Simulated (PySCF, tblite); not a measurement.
# C₃H₅O₂ radical: geometry, infrared bands and EPR parameters

Aim: predict the infrared bands and EPR parameters of C₃H₅O₂ radical (`C[CH]OC=O`).

The runs use tblite 0.8.0 and PySCF 2.14.0, with density-fitted response routines of our own; the level of theory stands in each step. All values are computed, except where a source is named. Atoms are numbered from 0 throughout.

### 1 The molecule as given

10 atoms, charge 0, multiplicity 2; geometry from: force field or distance geometry start.

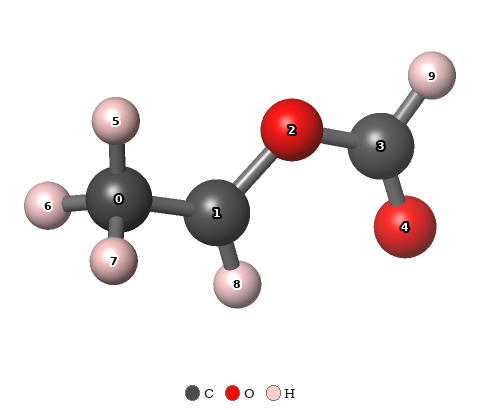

The starting geometry (carbon dark grey, oxygen red, hydrogen pink), atoms numbered.

### 2 Relaxing the molecule with GFN2-xTB

The job: settings as JSON, then the geometry in Å.

```
{"job": {"kind": "relax", "xc": "GFN2-xTB", "basis": "xTB"}, "charge": 0, "multiplicity": 2}
C     -1.614600     0.351600     0.269700
C     -0.294600    -0.278700     0.318300
O      0.838300     0.515300     0.127600
C      2.035200    -0.114600     0.179700
O      2.250900    -1.307200     0.408500
H     -1.551200     1.425400     0.061600
H     -2.225100    -0.102600    -0.521300
H     -2.137200     0.228400     1.227900
H     -0.115300    -1.335600     0.519400
H      2.822500     0.622800     0.014800
```

The run is started by

```bash
$ OMP_NUM_THREADS=1 python probes_run.py task.json out
```

The driver reads the jobs from task.json and runs them one after another.

Output:

```text
step      E/eV     max force
  0    -463.31596    2.361
  1    -463.38005    2.481
  2    -463.41679    0.345
  3    -463.42080    0.139
  4    -463.42318    0.131
  5    -463.42472    0.139
  6    -463.42617    0.103
  7    -463.42684    0.058
  8    -463.42733    0.064
  9    -463.42777    0.081
 10    -463.42832    0.074
 11    -463.42892    0.071
 12    -463.42945    0.061
 13    -463.42991    0.060
 14    -463.43035    0.059
 15    -463.43078    0.055
 16    -463.43109    0.042
 17    -463.43126    0.037
 18    -463.43137    0.028
 19    -463.43146    0.022
 20    -463.43151    0.017
 21    -463.43153    0.010
 22    -463.43154    0.010
 23    -463.43155    0.009
```

Run time: 0.08 s. Hardware: 1 thread of Arm Neoverse V1, shared host.

Along the way:

| step | energy from step 0 (eV) | largest force (eV/Å) |
| --- | --- | --- |
| 0 | 0.0000 | 2.3613 |
| 1 | -0.0641 | 2.4805 |
| 2 | -0.1008 | 0.3453 |
| 3 | -0.1048 | 0.1390 |
| 4 | -0.1072 | 0.1312 |
| 5 | -0.1088 | 0.1390 |
| 6 | -0.1102 | 0.1034 |
| 7 | -0.1109 | 0.0580 |
| 8 | -0.1114 | 0.0640 |
| 9 | -0.1118 | 0.0805 |
| 10 | -0.1124 | 0.0745 |
| 11 | -0.1130 | 0.0711 |
| 12 | -0.1135 | 0.0607 |
| 13 | -0.1139 | 0.0598 |
| 14 | -0.1144 | 0.0586 |
| 15 | -0.1148 | 0.0552 |
| 16 | -0.1151 | 0.0417 |
| 17 | -0.1153 | 0.0369 |
| 18 | -0.1154 | 0.0277 |
| 19 | -0.1155 | 0.0216 |
| 20 | -0.1155 | 0.0166 |
| 21 | -0.1156 | 0.0096 |
| 22 | -0.1156 | 0.0102 |
| 23 | -0.1156 | 0.0094 |

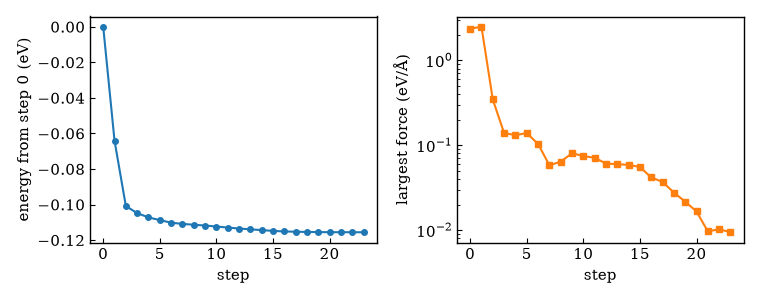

Energy and force, step by step.

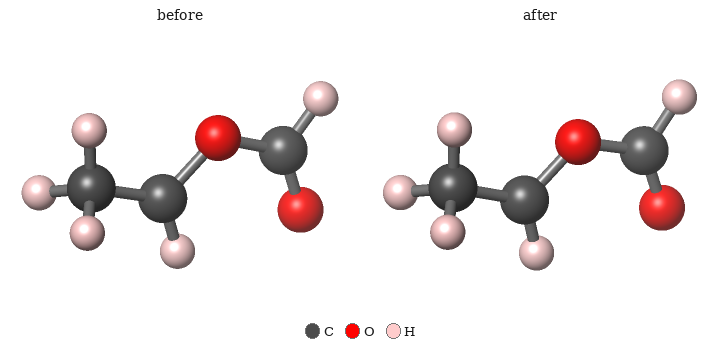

The geometry before (left) and after (right).

Distances of close pairs at the start and the end, largest changes first:

```
 bond  before (Å)  after (Å)  change (Å)
C1–O2       1.397      1.344      -0.052
C3–O4       1.233      1.205      -0.028
O2–C3       1.354      1.338      -0.015
C1–H8       1.091      1.078      -0.013
C0–C1       1.464      1.473      +0.009
C0–H5       1.096      1.087      -0.009
C3–H9       1.091      1.098      +0.007
C0–H7       1.098      1.093      -0.006
```

The end geometry stands in the next job.

### 3 Harmonic vibrations with GFN2-xTB

The job: settings as JSON, then the geometry in Å.

```
{"job": {"kind": "ir", "xc": "GFN2-xTB", "basis": "xTB"}, "charge": 0, "multiplicity": 2}
C     -1.601172     0.358030     0.267942
C     -0.286143    -0.302271     0.329590
O      0.813386     0.446911     0.137598
C      2.029145    -0.109795     0.187394
O      2.263794    -1.272730     0.397785
H     -1.472059     1.416576     0.059783
H     -2.225003    -0.087461    -0.510458
H     -2.140929     0.241324     1.210683
H     -0.153988    -1.354764     0.520960
H      2.781852     0.668836     0.004959
```

Output:

```text
mode    cm-1     km/mol
  1      68.3      2.51
  2     103.3      0.23
  3     203.0      5.95
  4     344.2     28.58
  5     384.4      5.24
  6     509.4     13.56
  7     746.2     29.89
  8     855.6      3.89
  9     904.0     45.97
 10     993.8      5.41
 11    1083.5     41.27
 12    1131.0     22.33
 13    1169.2     22.50
 14    1312.4     16.77
 15    1345.7     24.10
 16    1388.6     11.54
 17    1438.6     12.22
 18    1463.1      8.68
 19    1719.4    624.65
 20    2872.0     68.89
 21    2941.0     10.32
 22    2971.0     18.88
 23    3056.5      7.19
 24    3103.8     16.75
```

Run time: 0.16 s. Hardware: 1 thread of Arm Neoverse V1, shared host.

Which atoms move in the most intense modes:

| cm⁻¹ | km/mol | atoms |
| --- | --- | --- |
| 344 | 28.6 | O2 29 %, H9 23 %, C3 23 %, H8 17 % |
| 746 | 29.9 | C3 36 %, O2 28 %, O4 20 % |
| 904 | 46.0 | C0 17 %, O2 16 %, H5 15 %, H6 13 % |
| 1084 | 41.3 | O2 47 %, C3 34 % |
| 1169 | 22.5 | H8 51 %, O2 19 %, C1 16 % |
| 1346 | 24.1 | H9 71 %, C1 10 % |
| 1719 | 624.6 | C3 58 %, O4 39 % |
| 2872 | 68.9 | H9 93 % |

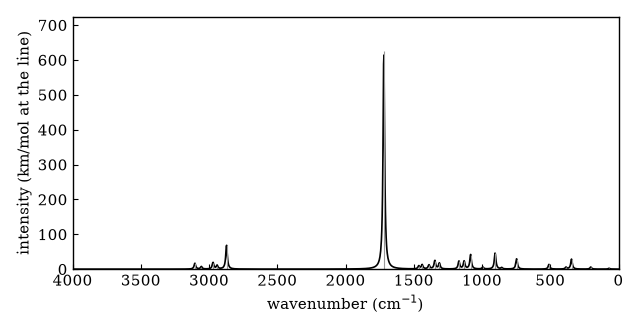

The infrared spectrum from these modes, unscaled. Lines are broadened to a width of 14 cm⁻¹ (Lorentzian).

### 4 g tensor and hyperfine couplings: B3LYP/pcH-1

Settings changed since step 3:

```diff
@@ -1,2 +1,2 @@
-{"job": {"kind": "ir", "xc": "GFN2-xTB", "basis": "xTB"}, "charge": 0, "multiplicity": 2}
+{"job": {"kind": "epr", "basis": "pcH-1"}, "charge": 0, "multiplicity": 2}
 C     -1.601172     0.358030     0.267942
```

Level: UKS B3LYP, pcH-1 on C H O, non-relativistic, mean-field spin-orbit, GIAO.

Output:

```text
UKS, coarse grid
  cycle   1  E = -267.58470625  |g| = 6.45e-01
  cycle   2  E = -267.07505650  |g| = 1.31e+00
  cycle   3  E = -267.71949995  |g| = 2.27e-01
  cycle   4  E = -267.73678587  |g| = 8.70e-02
  cycle   5  E = -267.73912305  |g| = 2.03e-02
  cycle   6  E = -267.73931320  |g| = 6.12e-03
  cycle   7  E = -267.73933382  |g| = 1.66e-03
  cycle   8  E = -267.73933698  |g| = 8.05e-04
UKS, final grid
  cycle   1  E = -267.73932689  |g| = 8.00e-04
  cycle   2  E = -267.73932680  |g| = 1.05e-03
  cycle   3  E = -267.73932719  |g| = 3.28e-04
  cycle   4  E = -267.73932723  |g| = 7.26e-05
  cycle   5  E = -267.73932724  |g| = 5.87e-05
  cycle   6  E = -267.73932724  |g| = 1.31e-05
E = -267.73932724 Eh   <S^2> = 0.7544 (exact 0.7500)
g shifts (ppm)      1          2          3
  rmc          -173       -173       -173
  gc             -1         36         38
  oz_so         -24        559       1349
  total        -197        422       1214
hyperfine (MHz)  atom isotope    a_iso     a_fc   dipolar eigenvalues
    0   13C     -33.25     -33.25     -2.22      0.90      1.32
    1   13C      90.82      90.82    -80.96    -78.39    159.35
    2   17O      -3.42      -3.42    -21.11      9.62     11.49
    3   13C       5.89       5.89     -6.46     -4.29     10.75
    4   17O      -4.27      -4.27    -21.04      9.99     11.05
    5    1H       2.74       2.74     -4.52     -3.67      8.20
    6    1H     106.35     106.35     -5.02     -3.68      8.70
    7    1H     107.38     107.38     -5.03     -3.67      8.69
    8    1H     -65.77     -65.77    -35.87     -0.73     36.60
    9    1H      -9.68      -9.68     -4.86     -2.33      7.18
```

Wall time 21 s (1 thread of Arm Neoverse V1, shared host); peak memory 0.59 GiB.

Principal g values 2.00212, 2.00274, 2.00353; g(iso) = 2.00280, against 2.00232 for a free electron.

Mean a(iso) over the nuclei that a row names, and the largest dipolar term of the row (other rows stand at the frozen geometry):

```
    nuclei  isotope  a(iso) (MHz)  a(iso) (G, at g = 2.0023)  largest dipolar term (MHz)
        C1      13C          90.8                       32.4                       159.3
H5, H6, H7       1H          72.2                       25.7                         8.7
        H8       1H         -65.8                      -23.5                        36.6
        C0      13C         -33.3                      -11.9                        -2.2
        H9       1H          -9.7                       -3.5                         7.2
        C3      13C           5.9                        2.1                        10.7
        O4      17O          -4.3                       -1.5                       -21.0
        O2      17O          -3.4                       -1.2                       -21.1
```

Mulliken spin populations:

```
atom  value (e)
  C0      -0.08
  C1       0.92
  O2       0.00
  C3       0.06
  O4       0.07
  H5       0.00
  H6       0.04
  H7       0.04
  H8      -0.04
  H9      -0.01
```

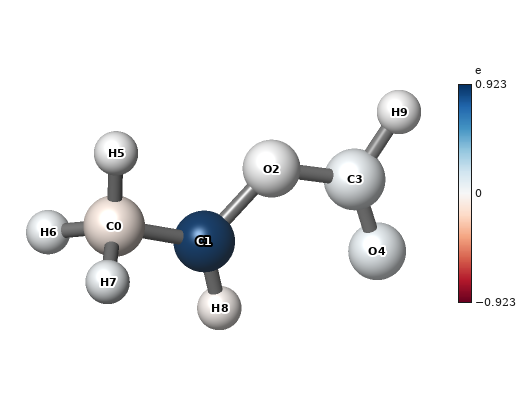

Mulliken spin populations, as colours on the atoms.

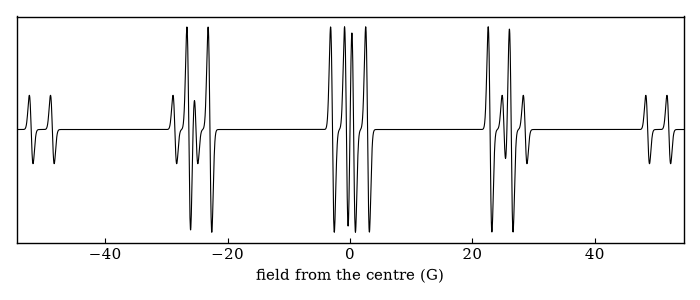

First-order isotropic spectrum (first derivative, main isotopes with spin only, couplings over 0.8 MHz, Gaussian width 0.3 G; couplings of the frozen geometry, rotation of groups not averaged beyond the rows shown).

Orbitals, density, ELF and potential are computed afterwards from the orbital file.

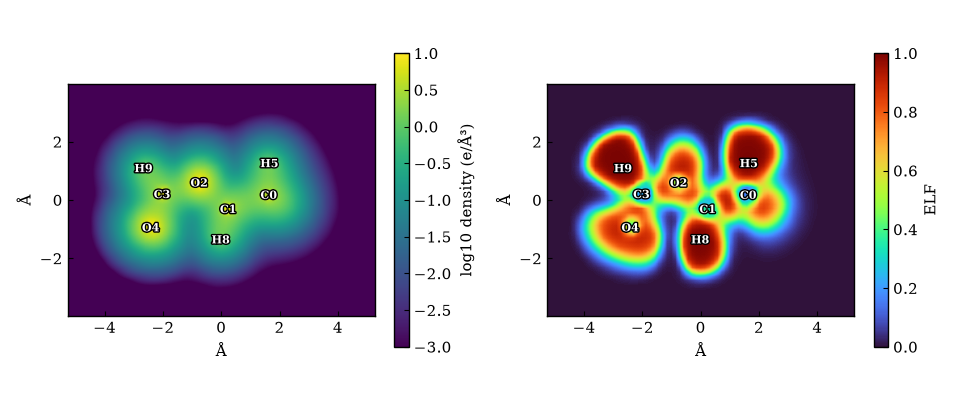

Density (left) and ELF (right) in a plane through or near 8 of the atoms.

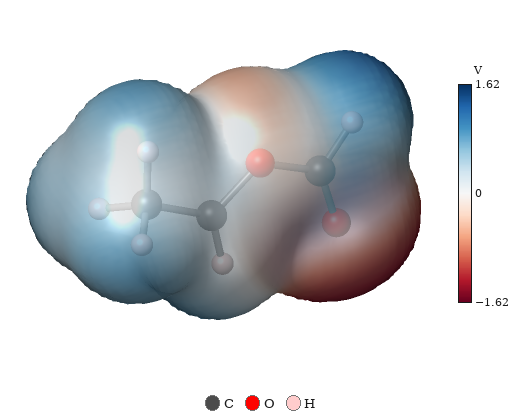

Electrostatic potential on the surface of density 0.002 e/bohr³; red is low, blue high. It runs from -1.62 V near O4 to 1.20 V near H9.

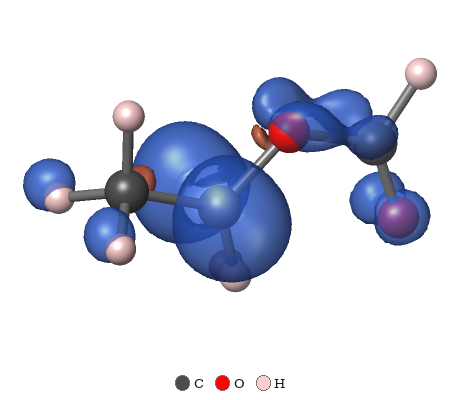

Spin density at ±0.04 e/Å³ (alpha excess blue, beta excess red).

### 5 Results

| quantity | value |
| --- | --- |
| strongest single infrared mode (GFN2-xTB) | 1719 cm⁻¹, 625 km/mol |
| zero-point energy (GFN2-xTB) | 45.9 kcal/mol |
| g(iso) (B3LYP) | 2.00280 |
| ⟨S²⟩ | 0.754 (exact 0.75) |
| largest a(iso) (averaged by class) | 13C on C1, 90.8 MHz |
| potential on the surface of density 0.002 e/bohr³, 1st and 99th percentile | -1.62 V and 1.20 V |

What this shows: Over 23 steps the energy fell by 0.116 eV; of the close pairs, C1–O2 changed most, 1.397 to 1.344 Å. All 24 modes are real, so the xTB geometry is a minimum. The strongest single mode, at 1719 cm⁻¹, moves mainly C3 and O4. Unscaled tight-binding wavenumbers are off by several per cent, some by more. Its intensities can rank the bands wrongly. Most of the unpaired spin sits on C1 (0.92 e). The isotropic g lies 0.5 ppt above the free-electron value. These values are for one conformer; the search (at its own cheap level) found 2 more, at 0.00, 0.95 kcal/mol (those within 0.05 may be mirror or relabelled copies), and measured spectra average over such forms.
